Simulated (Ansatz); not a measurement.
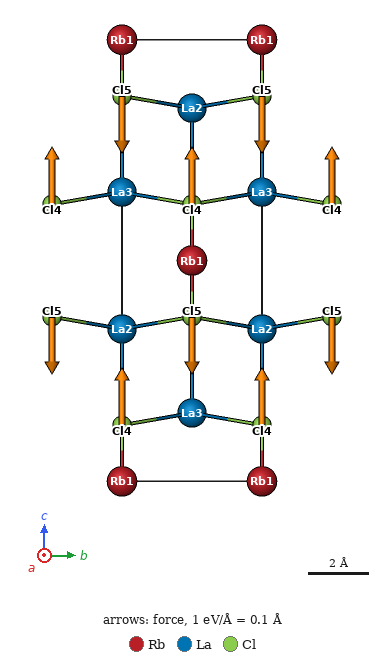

Starting geometry of solid RbLa₂Cl₂ (a generated structure, set up in I4/mmm) (coarse preliminary run) with the computed forces as orange arrows. Style: ball-and-stick. Shown: the conventional cell (2 times the calculation's cell), along the a axis. Lengths and directions refer to the drawn axes.

Level of theory: DFT PBE, scalar-relativistic, plane waves, PAW in Ansatz. Set-up: plane-wave cutoff 420 eV; k-point mesh 6 × 6 × 6; occupations gaussian; smearing width 0.1 eV; no spin polarisation; cell and atoms relaxed; force threshold 0.04 eV/Å; at most 70 steps.

Q: What follows when this structure is relaxed?

A: It isn't relaxed: the largest force vector, on Cl atoms, is 19.49 eV/Å. The final displacements follow the starting forces only in part (cosine between the two patterns 0.71). The largest moves relative to the cell, 0.82 Å, are those of La2 and La3. La2 goes along −c. By element the largest moves are La 0.82 Å, Cl 0.78 Å. Rb stays in place. The drawn cell changes as follows: a = b 4.689 → 4.124 Å (−12.1 %), c 14.798 → 21.628 Å (+46.2 %); the volume changes by +13.0 %. Near-neighbour distances that change, for instance: Rb1–Cl4 1.884 → 3.534 Å, La2–Cl5 3.341 → 2.985 Å, La2–Cl4 3.223 → 3.105 Å. Bond angles that change, for instance: Cl4–La3–Cl4 166.0° → 155.2°, La3–Cl4–La3 166.0° → 155.2°, Cl4–La3–Cl5 97.0° → 102.4°. The space group stays I4/mmm (No. 139). Over 14 accepted moves (16 points after the start) the energy falls by 3163 meV per atom. Largest force component: 19 eV/Å at the start, 0.00084 eV/Å at the end. Pressure: 20.53 GPa at the start and 0.00 GPa at the end. The SCF was repeated twice at an unchanged geometry on a basis and grid sized afresh for the cell, which shifted the energy by 22.6 meV per atom at most.
